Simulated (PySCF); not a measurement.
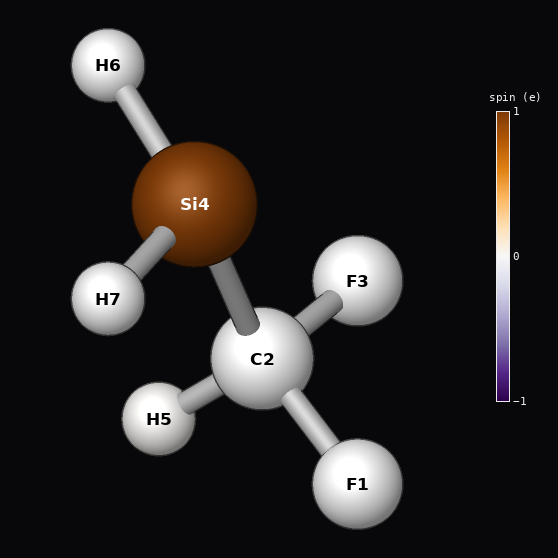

Atoms are coloured by their Mulliken spin populations. Charge 0, doublet. The geometry was computed by an optimisation with GFN2-xTB. No frequency run is at hand to confirm it as a minimum. Level of theory: UKS B3LYP, pcH-1 on C F H Si, non-relativistic (PySCF 2.14.0).

List the Mulliken spin populations.

```tsv
atom	value (e)
F1	0.00
C2	0.00
F3	0.00
Si4	0.99
H5	0.01
H6	0.00
H7	0.00
```

Mulliken values depend strongly on the basis set. The geometry is semi-empirical. Around Si such bond lengths and angles can be off by a tenth of an ångström or more and by several degrees, and values that hang on the shape move with them.
